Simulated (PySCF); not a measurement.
# C3H12O2SSi2: what the fields show

```xyz
20

C    -0.7160   -1.7669    1.5012
O     0.2079   -0.9911    0.7873
Si   -0.1358    0.1657   -0.2991
C    -1.0233   -0.4689   -1.8579
O    -1.0192    1.2849    0.4816
C    -1.3441    2.5731    0.0326
S     1.8131    0.9101   -0.7694
Si    3.0346   -0.4850    0.3134
H    -1.4362   -1.1296    2.0149
H    -0.1585   -2.3542    2.2305
H    -1.2506   -2.4373    0.8252
H    -2.0851   -0.6094   -1.6709
H    -0.9225    0.2328   -2.6805
H    -0.6155   -1.4186   -2.1913
H    -1.7717    3.1185    0.8735
H    -0.4507    3.0872   -0.3263
H    -2.0727    2.5204   -0.7788
H     2.7560   -1.8313   -0.1652
H     4.3685   -0.0449   -0.0693
H     2.8166   -0.3449    1.7452
```

Geometry: GFN2-xTB.

All numbers below come from PBE0/pcSseg-1, SCF density, gas phase, non-relativistic in PySCF.

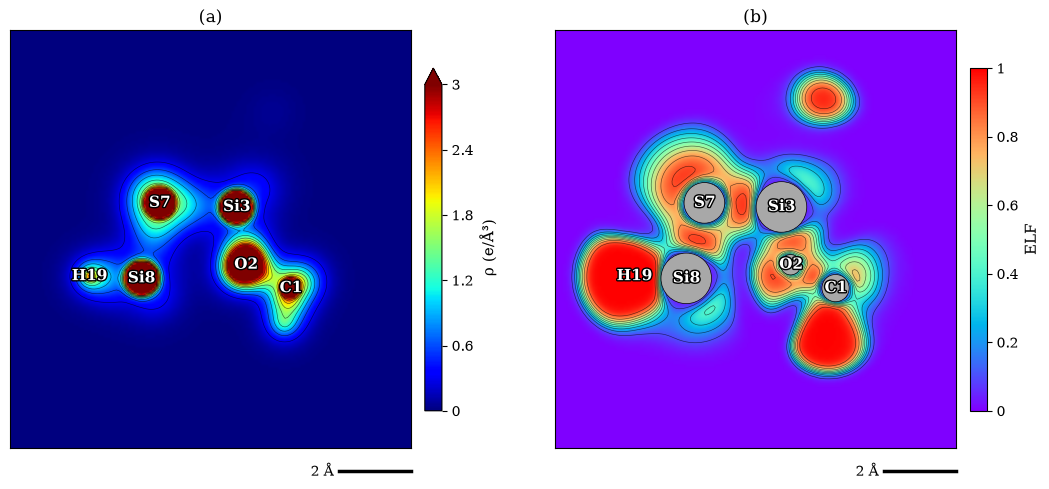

Figure 1. (a) electron density; (b) ELF on the plane of atoms S7, Si8 and H19. Grey discs cover the atomic cores in the ELF map.

Read the bonding off the picture.

- The plane passes through C, O, Si, S and H nuclei.
- C–O (1.40 Å): ρ at the midpoint is about 2 e/Å³, with its minimum of 1.7 e/Å³ about 0.5 Å from C; the ELF peaks at about 0.90 between the atoms (a shared but strongly polarised pair).
- Si–O (1.62 Å): ρ is about 1.2 e/Å³ halfway; the ELF peaks at about 0.85 between the atoms (a polar covalent bond).
- Si–S (2.14 Å): the density is about 0.85 e/Å³ at the midpoint; the ELF peaks at about 0.95 between the atoms; a covalent bond.
- Si–H (1.46 Å): ρ is about 0.83 e/Å³ halfway; the ELF climbs to about 1 towards the hydrogen, as it does in any bond to H.
- The ELF also peaks beside S7, away from the bonds: lone-pair regions.

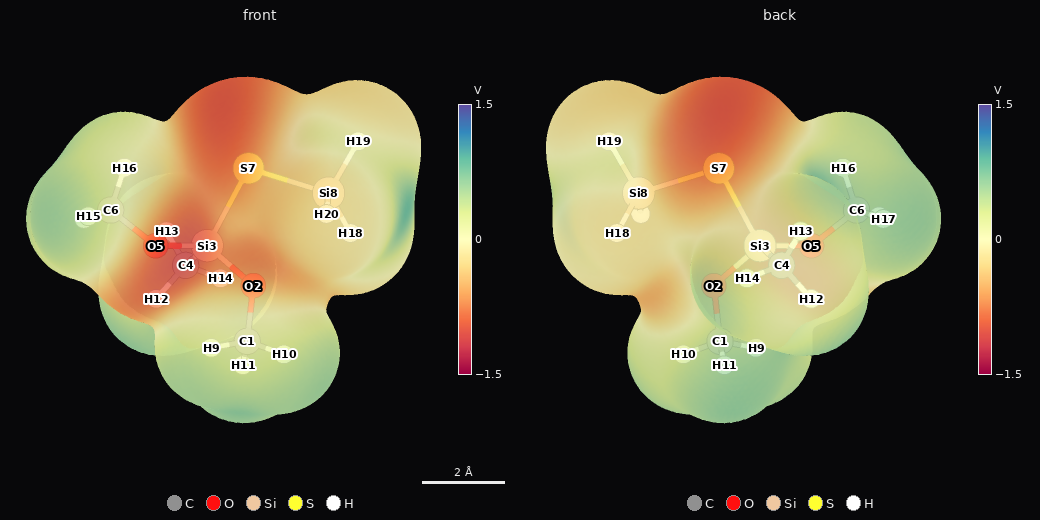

Figure 2. The electrostatic potential painted on the density surface at 0.001 e/bohr³, seen from the front and from behind; the colour scale runs from red (negative) to blue (positive).

Where is the surface potential most negative and most positive?

The most negative region (about −1.1 V) lies over O5 and S7, the most positive (about +0.8 V) over Si3, C6 and Si8.

What dipole moment does the calculation give?

Its dipole moment is 2.62 D.
